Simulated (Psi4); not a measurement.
**Geometry relaxation of Si2H4O (part 1 of 2)**

Si2H4O, SMILES [SiH]O[SiH3], computed with r2SCAN/6-31+G*, RKS, dispersion D4 (Psi4 1.11).

The atoms were displaced at random from an optimised geometry.

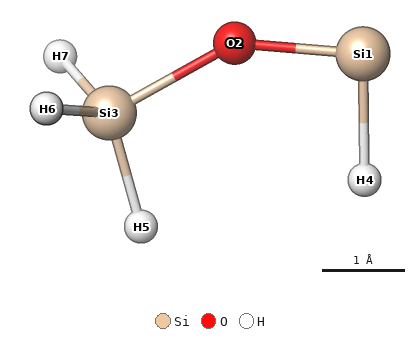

*The structure as given in the input (ball-and-stick view, seen at a tilt; atoms are numbered from 1 in the order of the input).*

Bond lengths as drawn: H–Si 1.48 to 1.60 Å and O–Si 1.57 to 1.77 Å.

**Results in brief**

| quantity | value |
| --- | --- |
| outcome | converged |
| total energy | −656.495460 hartree |
| dispersion energy | −0.001195 hartree |
| basis functions | 73 |
| HOMO | −5.72 eV |
| LUMO | −3.01 eV |
| dipole moment | 1.14 D |
| hardware | 1 thread of AMD EPYC (Zen 3), 192 GiB of memory available, shared host |
| wall time | 4.2 min |
| peak memory | 1.3 GiB |

**Input file (h4osi2_ase.py)**
```python
import numpy as np
from ase.calculators.psi4 import Psi4
from ase.io import read
from ase.optimize import BFGS

atoms = read('h4osi2.xyz')
calc = Psi4(atoms=atoms, method='r2scan-d4', basis='6-31+G*', memory='1600MB', num_threads=1, charge=0, multiplicity=1, label='h4osi2')
atoms.calc = calc

opt = BFGS(atoms)
done = opt.run(fmax=0.05, steps=60)
print('converged:', done)
for s, p in zip(atoms.symbols, atoms.positions):
    print(f'{s:2s} {p[0]:12.6f} {p[1]:12.6f} {p[2]:12.6f}')
```

**File h4osi2.xyz**
```
7
H4OSi2
Si    -1.724781    -1.498880    -0.207148
O     -0.455297    -0.836817     0.445587
Si     0.723625     0.481622     0.342866
H     -1.756511    -0.506099    -1.464940
H      0.409400     1.191722    -0.934779
H      0.554349     1.330294     1.546991
H      2.023344    -0.210940     0.203035
```

Command:
```bash
python h4osi2_ase.py
```

**The program's output**
```
gradient() will perform analytic gradient computation.

   => Loading Basis Set <=

    Name: 6-31+G*
    Role: ORBITAL
    Keyword: BASIS

   => R2SCAN-D4(BJ,EEQ)ATM: Empirical Dispersion <=

        a1 =       0.515592
        a2 =       5.773429
       alp =      16.000000
        s6 =       1.000000
        s8 =       0.601875
        s9 =       1.000000
        ga =       3.000000
        gc =       2.000000
        wf =       6.000000

         ---------------------------------------------------------
                                   SCF
                              RKS Reference
                        1 Threads,   1525 MiB Core
         ---------------------------------------------------------

  ==> Geometry <==

    Molecular point group: c1
    Full point group: C1

    Geometry (in Angstrom), charge = 0, multiplicity = 1:

       Center              X                  Y                   Z               Mass
    ------------   -----------------  -----------------  -----------------  -----------------
         SI          -1.290306782569    -0.959789405111    -0.372767276523    27.976926534650
         O            0.035881230221    -0.263668027100     0.362045935339    15.994914619570
         SI           1.157894757965     0.967951987149     0.205414782691    27.976926534650
         H           -1.343103091812    -0.004417413006    -1.595229855251     1.007825032230
         H            0.869819781085     1.742979999938    -1.029793888356     1.007825032230
         H            1.066290638571     1.849956028847     1.394663168926     1.007825032230
         H            2.513250376346     0.369493435700     0.130084868780     1.007825032230

  Running in c1 symmetry.

  Rotational constants: A =      1.40615  B =      0.10690  C =      0.10294 [cm^-1]
  Rotational constants: A =  42155.33313  B =   3204.72493  C =   3086.17444 [MHz]
  Nuclear repulsion =  139.235377178996828

  Charge       = 0
  Multiplicity = 1
  Electrons    = 40
  Nalpha       = 20
  Nbeta        = 20

  ==> Algorithm <==

  SCF Algorithm Type is DF.
  DIIS enabled.
  MOM disabled.
  Fractional occupation disabled.
  Guess Type is SAD.
  Energy threshold   = 1.00e-08
  Density threshold  = 1.00e-08
  Integral threshold = 1.00e-12

  ==> Primary Basis <==

  Basis Set: 6-31+G*
    Blend: 6-31+G*
    Number of shells: 36
    Number of basis functions: 73
    Number of Cartesian functions: 73
    Spherical Harmonics?: false
    Max angular momentum: 2

  ==> DFT Potential <==

   => LibXC <=

    Version 7.1.2

   => Composite Functional: R2SCAN-D4BJEEQATM <=

    r2SCAN Meta-GGA XC Functional  (0.1021/acs.jpclett.0c02405)

    Deriv               =              1
    GGA                 =           TRUE
    Meta                =           TRUE

    Exchange Hybrid     =          FALSE
    MP2 Hybrid          =          FALSE

   => Exchange Functionals <=

    1.0000   XC_MGGA_X_R2SCAN

   => Correlation Functionals <=

    1.0000   XC_MGGA_C_R2SCAN

   => LibXC Density Thresholds  <==

    XC_MGGA_C_R2SCAN:  1.00E-15
    XC_MGGA_X_R2SCAN:  1.00E-11

   => Molecular Quadrature <=

    Radial Scheme          =       TREUTLER
    Pruning Scheme         =           NONE
    Nuclear Scheme         =       TREUTLER

    Blocking Scheme        =         OCTREE
    BS radius alpha        =              1
    Pruning alpha          =              1
    Radial Points          =             75
    Spherical Points       =            302
    Total Points           =         153025
    Total Blocks           =           1217
    Max Points             =            256
    Max Functions          =             72
    Weights Tolerance      =       1.00E-15

   => Loading Basis Set <=

    Name: (6-31+G* AUX)
    Role: JKFIT
    Keyword: DF_BASIS_SCF

  ==> Integral Setup <==

  DFHelper Memory: AOs need 0.023 GiB; user supplied 0.408 GiB.
  SCF_SUBTYPE=INCORE selected. In-core MEM_DF algorithm will be used.
  Using in-core AOs.

  ==> MemDFJK: Density-Fitted J/K Matrices <==

    J tasked:                   Yes
    K tasked:                    No
    wK tasked:                   No
    Memory [MiB]:               417
    Algorithm:                 Core
    Schwarz Cutoff:           1E-12
    Mask sparsity (%):       0.5254
    Fitting Condition:        1E-10

   => Auxiliary Basis Set <=

  Basis Set: (6-31+G* AUX)
    Blend: HEAVY-AUG-CC-PVDZ-JKFIT
    Number of shells: 144
    Number of basis functions: 501
    Number of Cartesian functions: 501
    Spherical Harmonics?: false
    Max angular momentum: 3

  Cached 100.0% of DFT collocation blocks in 0.710 [GiB].

  Minimum eigenvalue in the overlap matrix is 1.2460290089E-03.
  Reciprocal condition number of the overlap matrix is 1.5489864897E-04.
    Using symmetric orthogonalization.

  ==> Pre-Iterations <==

  SCF Guess: Superposition of Atomic Densities via on-the-fly atomic UHF (no occupation information).

   -------------------------
    Irrep   Nso     Nmo
   -------------------------
     A         73      73
   -------------------------
    Total      73      73
   -------------------------

  ==> Iterations <==

                           Total Energy        Delta E     RMS |[F,P]|

   @DF-RKS iter SAD:  -655.90252486651548   -6.55903e+02   0.00000e+00
   @DF-RKS iter   1:  -656.24234420262189   -3.39819e-01   1.06506e-02 DIIS/ADIIS
   @DF-RKS iter   2:  -654.16351933300723    2.07882e+00   2.79936e-02 DIIS/ADIIS
   @DF-RKS iter   3:  -656.48701563180475   -2.32350e+00   1.72639e-03 DIIS/ADIIS
   @DF-RKS iter   4:  -656.49364881227621   -6.63318e-03   6.71810e-04 DIIS/ADIIS
   @DF-RKS iter   5:  -656.49539525599164   -1.74644e-03   1.58438e-04 DIIS/ADIIS
   @DF-RKS iter   6:  -656.49545413105488   -5.88751e-05   4.32940e-05 DIIS
   @DF-RKS iter   7:  -656.49545931118303   -5.18013e-06   9.00558e-06 DIIS
   @DF-RKS iter   8:  -656.49545956047416   -2.49291e-07   1.37591e-06 DIIS
   @DF-RKS iter   9:  -656.49545956791337   -7.43921e-09   2.86903e-07 DIIS
   @DF-RKS iter  10:  -656.49545956831912   -4.05748e-10   4.48305e-08 DIIS
   @DF-RKS iter  11:  -656.49545956833094   -1.18234e-11   9.22282e-09 DIIS
  Energy and wave function converged.

  ==> Post-Iterations <==

   Electrons on quadrature grid:
      Ntotal   =   39.9999888797 ; deviation = -1.112e-05

    Orbital Energies [Eh]
    ---------------------

    Doubly Occupied:

       1A    -65.878887     2A    -65.873504     3A    -19.002683
       4A     -5.240389     5A     -5.239607     6A     -3.586447
       7A     -3.584218     8A     -3.581623     9A     -3.580927
      10A     -3.580874    11A     -3.576107    12A     -0.969041
      13A     -0.553092    14A     -0.463195    15A     -0.393995
      16A     -0.376967    17A     -0.354688    18A     -0.308715
      19A     -0.302509    20A     -0.210341

    Virtual:

      21A     -0.110530    22A     -0.029767    23A      0.022493
      24A      0.031379    25A      0.049280    26A      0.059095
      27A      0.069257    28A      0.070583    29A      0.073292
      30A      0.097180    31A      0.098290    32A      0.104370
      33A      0.120620    34A      0.139261    35A      0.178732
      36A      0.201673    37A      0.223047    38A      0.293988
      39A      0.297176    40A      0.345054    41A      0.347607
      42A      0.366381    43A      0.390493    44A      0.393969
      45A      0.410680    46A      0.437979    47A      0.488679
      48A      0.534915    49A      0.567475    50A      0.646383
      51A      0.675839    52A      0.676800    53A      0.692678
      54A      0.694557    55A      0.723754    56A      0.824946
      57A      0.927499    58A      1.069700    59A      1.132353
      60A      1.141591    61A      1.160432    62A      1.228683
      63A      1.263921    64A      1.502202    65A      1.533886
      66A      1.799798    67A      1.833079    68A      1.953948
      69A      2.436900    70A      2.645806    71A      3.018347
      72A      3.045194    73A      4.070361

    Final Occupation by Irrep:
              A
    DOCC [    20 ]
    NA   [    20 ]
    NB   [    20 ]

  @DF-RKS Final Energy:  -656.49545956833094

   => Energetics <=

    Nuclear Repulsion Energy =            139.2353771789968278
    One-Electron Energy =               -1185.0591940316242017
    Two-Electron Energy =                 441.1079854571876808
    DFT Exchange-Correlation Energy =     -51.7784331233054331
    Empirical Dispersion Energy =          -0.0011950495858825
    VV10 Nonlocal Energy =                  0.0000000000000000
    Total Energy =                       -656.4954595683309435

Computation Completed

Properties will be evaluated at   0.000000,   0.000000,   0.000000 [a0]

Properties computed using the SCF density matrix

 Multipole Moments:

 ------------------------------------------------------------------------------------
     Multipole            Electronic (a.u.)      Nuclear  (a.u.)        Total (a.u.)
 ------------------------------------------------------------------------------------

 L = 1.  Multiply by 2.5417464519 to convert [e a0] to [Debye]
 Dipole X            :         -2.6784218            2.9093075            0.2308856
 Dipole Y            :         -3.3569151            3.7094265            0.3525115
 Dipole Z            :          0.8815300           -1.0333838           -0.1518538
 Magnitude           :                                                    0.4479197

 ------------------------------------------------------------------------------------

	total time  =         13 seconds =       0.22 minutes

         ------------------------------------------------------------
                                   SCF GRAD
         ------------------------------------------------------------

  ==> Geometry <==

    Molecular point group: c1
    Full point group: C1

    Geometry (in Angstrom), charge = 0, multiplicity = 1:

       Center              X                  Y                   Z               Mass
    ------------   -----------------  -----------------  -----------------  -----------------
         SI          -1.290306782569    -0.959789405111    -0.372767276523    27.976926534650
         O            0.035881230221    -0.263668027100     0.362045935339    15.994914619570
         SI           1.157894757965     0.967951987149     0.205414782691    27.976926534650
         H           -1.343103091812    -0.004417413006    -1.595229855251     1.007825032230
         H            0.869819781085     1.742979999938    -1.029793888356     1.007825032230
         H            1.066290638571     1.849956028847     1.394663168926     1.007825032230
         H            2.513250376346     0.369493435700     0.130084868780     1.007825032230

  Nuclear repulsion =  139.235377178996828

  ==> Basis Set <==

  Basis Set: 6-31+G*
    Blend: 6-31+G*
    Number of shells: 36
    Number of basis functions: 73
    Number of Cartesian functions: 73
    Spherical Harmonics?: false
    Max angular momentum: 2

  ==> DFJKGrad: Density-Fitted SCF Gradients <==

    Gradient:                    1
    J tasked:                  Yes
    K tasked:                   No
    wK tasked:                  No
    Integrals threads:           1
    Memory [MiB]:             1144
    Schwarz Cutoff:          1E-12
    Fitting Condition:       1E-10

   => Auxiliary Basis Set <=

  Basis Set: (6-31+G* AUX)
    Blend: HEAVY-AUG-CC-PVDZ-JKFIT
    Number of shells: 144
    Number of basis functions: 501
    Number of Cartesian functions: 501
    Spherical Harmonics?: false
    Max angular momentum: 3

  ==> DFT Potential <==

   => LibXC <=

    Version 7.1.2

   => Composite Functional: R2SCAN-D4BJEEQATM <=

    r2SCAN Meta-GGA XC Functional  (0.1021/acs.jpclett.0c02405)

    Deriv               =              1
    GGA                 =           TRUE
    Meta                =           TRUE

    Exchange Hybrid     =          FALSE
    MP2 Hybrid          =          FALSE

   => Exchange Functionals <=

    1.0000   XC_MGGA_X_R2SCAN

   => Correlation Functionals <=

    1.0000   XC_MGGA_C_R2SCAN

   => LibXC Density Thresholds  <==

    XC_MGGA_C_R2SCAN:  1.00E-15
    XC_MGGA_X_R2SCAN:  1.00E-11

   => Molecular Quadrature <=

    Radial Scheme          =       TREUTLER
    Pruning Scheme         =           NONE
    Nuclear Scheme         =       TREUTLER

    Blocking Scheme        =         OCTREE
    BS radius alpha        =              1
    Pruning alpha          =              1
    Radial Points          =             75
    Spherical Points       =            302
    Total Points           =         153025
    Total Blocks           =           1217
    Max Points             =            256
    Max Functions          =             72
    Weights Tolerance      =       1.00E-15

  -Total Gradient:
     Atom            X                  Y                   Z
    ------   -----------------  -----------------  -----------------
       1       -0.000319580041     0.000006647396    -0.000357022665
       2        0.000112252888     0.000128119308    -0.000077608283
       3        0.000264832525     0.000134617878     0.000137593871
       4        0.000593763780     0.000189842466     0.000441451400
       5       -0.000255568763    -0.000584710613     0.000476289573
       6        0.000280611757    -0.000079623804    -0.000404929897
       7       -0.000251294916     0.000381275252     0.000071682242

	total time  =          1 seconds =       0.02 minutes
```
